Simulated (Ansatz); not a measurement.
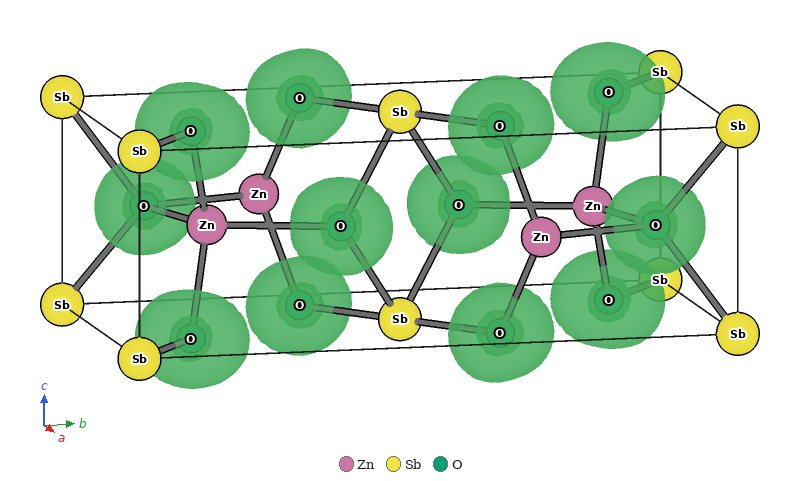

Zn2SbO4. Isosurface of the ELF at 0.7 (green), seen slightly off an axis. Only the valence region is drawn (cores and ρ < 0.01 e/Å³ removed). Sticks mark near contacts.

Space group Pbam; a generated structure, not necessarily the stable one; changed on purpose from its base cell (volume × 1.03, shape and atoms relaxed); computed pressure about −3 GPa in this cell.

Computed with Ansatz 0.2.0, DFT PBE, scalar-relativistic, plane waves, PAW.

**What do the ELF domains correspond to?**

At this value the surface marks out eight regions wrapped around O (the valence shell of each), counted in one cell of 14 atoms. Any copies at cell faces, edges or corners count once. Profiles from the grid: Zn–O (1.98 Å): the ELF peaks at about 0.85 in the valence shell of O, 0.6 Å from its nucleus, and is about 0.25 at the midpoint: no shared electron pair shows on this line. Sb–O (2.10 Å): the ELF peaks at about 0.80 in the valence shell of O, 0.6 Å from its nucleus, and is about 0.30 at the midpoint; no localised pair shows between them.
